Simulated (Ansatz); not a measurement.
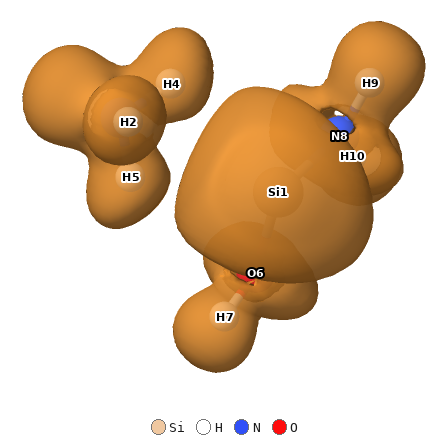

The picture shows: H₃NOSi···NH₃. Isosurface of the electron localisation function at 0.75 (orange), seen across its widest extent. Core shells and regions of very low density are left out.

Not at a stationary point (largest force 0.6 eV/Å).

Method: RKS revPBE-D4/6-31G* in Ansatz 0.2.0.

The calculation's input:

```
crystal:
  periodic: [false, false, false]
  atoms:
    - { symbol: Si, position_ang: [0.0, 0.0, 0.0] }
    - { symbol: H, position_ang: [0.8198, 0.0, 1.4434] }
    - { symbol: "N", position_ang: [1.9526, 0.0, 0.5176] }
    - { symbol: H, position_ang: [2.4509, -0.918, 0.3369] }
    - { symbol: H, position_ang: [2.4539, 0.918, 0.3453] }
    - { symbol: O, position_ang: [-0.7913, 1.3709, -0.5594] }
    - { symbol: H, position_ang: [-1.7491, 1.1401, -0.7818] }
    - { symbol: "N", position_ang: [-0.8572, -1.4851, -0.6061] }
    - { symbol: H, position_ang: [-1.3922, -2.1014, 0.0704] }
    - { symbol: H, position_ang: [-0.8219, -1.7344, -1.6357] }
basis:
  gaussian: { orbitals: "6-31G*" }
hamiltonian:
  xc: revpbe
  dispersion: d4
relax:
  f_tol: 0.15
  max_steps: 25
  restrain:
    - { distance: [1, 2], at: 1.06, k: 30.0 }
    - { distance: [0, 1], at: 2.66, k: 30.0 }
    - { distance: [0, 2], at: 3.02, k: 30.0 }
output:
  orbitals: {}
```

Run with:

```sh
ansatz run input.yaml --threads 1 --pin off --max-ram 2048MiB --backend cpu --events-out ev --progress --plain --runs-dir out
```

The fields are those of the run's last geometry, not of the input's.

**Describe the localisation domains.**

At this value the surface marks out one lobe on Si, pointing away from the bonds (lone pairs), two joined regions spread over several atoms (H, N), in which their bonds and any lone pairs are merged and one joined region spread over several atoms (H, O), in which their bonds and any lone pairs are merged.

Values along the shortest contacts:
Si1···N3 (3.02 Å): the ELF is about 0.15 at the midpoint. Si–O (1.72 Å): the ELF peaks at about 0.85 between the atoms; a polar covalent bond.
